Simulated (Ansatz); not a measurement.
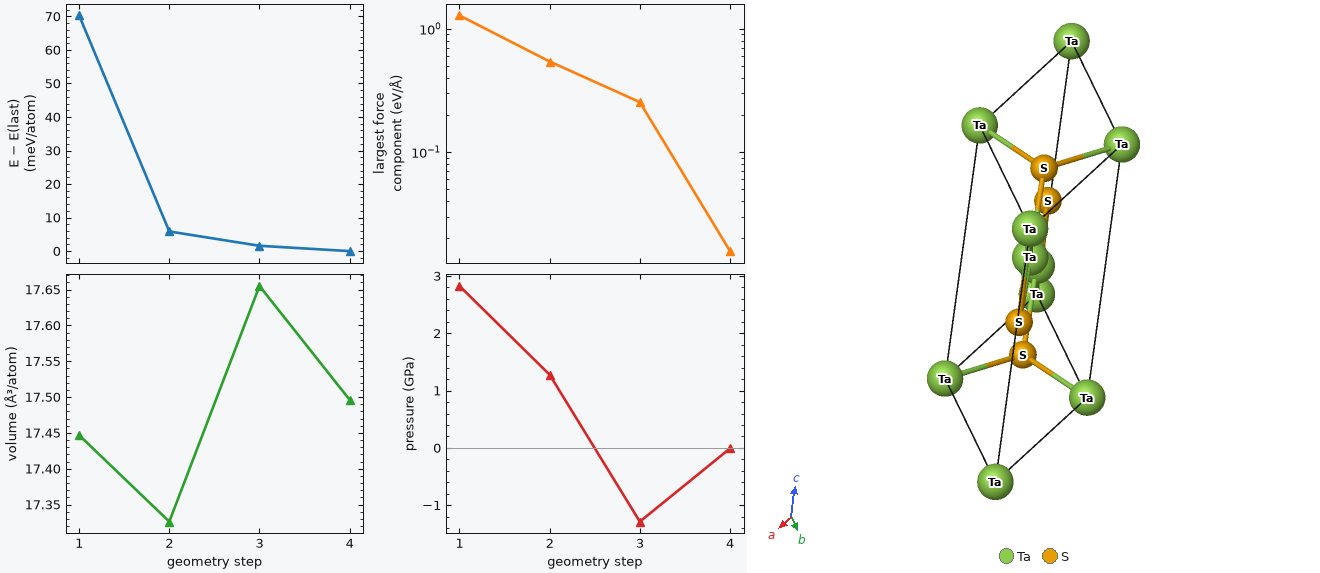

Beside the plot: the structure at the start.

History of a geometry optimisation. Atoms and cell relax. A closing SCF on a freshly chosen basis isn't drawn.

Ta3S4 (C2/m, 7 atoms in the cell); DFT PBE, scalar-relativistic, plane waves, PAW in Ansatz 0.2.0; cutoff 420 eV, 6×6×4 k-mesh, Gaussian smearing of 0.1 eV.

Question: How did the optimisation end?

Answer: The optimisation met its thresholds at geometry 4, counting the start as the first. The energy fell by about 70 meV/atom from the first step to the last. The largest force component goes from about 1.3 eV/Å at the start to 0.016 eV/Å at the end.

Question: What happens to the cell?

Answer: The volume grows from 17.45 to 17.50 Å³ per atom (+0.3 %), overshooting to 17.65 at step 3, as the pressure goes from 2.8 GPa to about 0 GPa.
